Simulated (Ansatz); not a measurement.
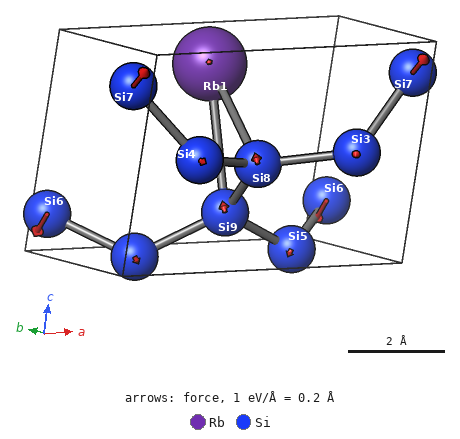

Starting geometry of a crystal of RbSi$_{8}$ (a generated structure, set up in Amm2) (coarse preliminary run) with the computed forces as red arrows. Style: ball-and-stick. Shown: the cell of the calculation, slightly off an axis.

All numbers below come from DFT PBE, scalar-relativistic, plane waves, PAW in Ansatz.

Input
```yaml
crystal:
  lattice:
    - [6.38429893, 0.0, 0.0]
    - [0.0, 4.28667401, 2.96099326]
    - [0.0, -4.28667401, 2.96099326]
  atoms:
    - { symbol: Rb, position: [0.5, 0.8333, 0.8333] }
    - { symbol: Si, position: [0.21897726, 0.51023861, 0.01683373] }
    - { symbol: Si, position: [0.78102274, 0.01683373, 0.51023861] }
    - { symbol: Si, position: [0.21897726, 0.01683373, 0.51023861] }
    - { symbol: Si, position: [0.78102274, 0.51023861, 0.01683373] }
    - { symbol: Si, position: [0.0, 0.83828013, 0.18568576] }
    - { symbol: Si, position: [0.0, 0.18568576, 0.83828013] }
    - { symbol: Si, position: [0.5, 0.20636464, 0.45410223] }
    - { symbol: Si, position: [0.5, 0.45410223, 0.20636464] }
basis:
  ecutwfc: 420
kpoints:
  mp_grid: { grid: [4, 4, 4] }
hamiltonian:
  xc: pbe
scf:
  occupations: { method: gaussian, width: 0.1 }
  lower_state_search: "off"
output:
  forces: true
  stress: true
  eigenvalues: true
relax:
  adjacent_minimum: "off"
  f_tol: 0.04
  max_steps: 70
  cell: { stress_tol: 0.4 }
```

Run as
```bash
ansatz run input.yaml --threads 1 --pin off --max-ram 2560MiB --backend cpu --events-out ev --progress --plain --runs-dir out
```

### Is this structure relaxed? If not, where do the atoms go?

It isn't relaxed: the largest force vector, on Si atoms, is 4.54 eV/Å. The final displacements follow the starting forces only in part (cosine between the two patterns 0.64). After 8 accepted moves (9 points after the start) the energy has fallen by 893 meV per atom. The largest force component goes from 4.5 to 0.039 eV/Å. The pressure goes from 33.62 to 0.08 GPa. At 1 point the geometry stayed and the basis and grid were re-selected for the new cell (energy shift of 1.0 meV per atom at most each time). The largest moves relative to the cell, 0.78 Å, are those of Si8 and Si9. Si9 goes roughly along [0 1 1]. By element the largest moves are Si 0.78 Å, Rb 0.76 Å. Cell: a 6.384 → 6.403 Å (+0.3 %), b = c 5.210 → 5.607 Å (+7.6 %), α 110.7° → 110.6°. Volume +16.3 %. Among the contacts that change: Si2–Si8 3.322 → 2.544 Å, Si6–Si7 2.978 → 2.444 Å, Rb1–Si2 3.766 → 3.260 Å, Si2–Si9 2.118 → 2.544 Å. Bond angles that change, for instance: Si3–Si8–Si4 115.8° → 81.6°, Rb1–Si8–Si3 110.0° → 137.5°, Rb1–Si8–Si3 89.6° → 64.3°. The space group (tolerance 0.01 Å) goes from Amm2 (No. 38) to Cmmm (No. 65).
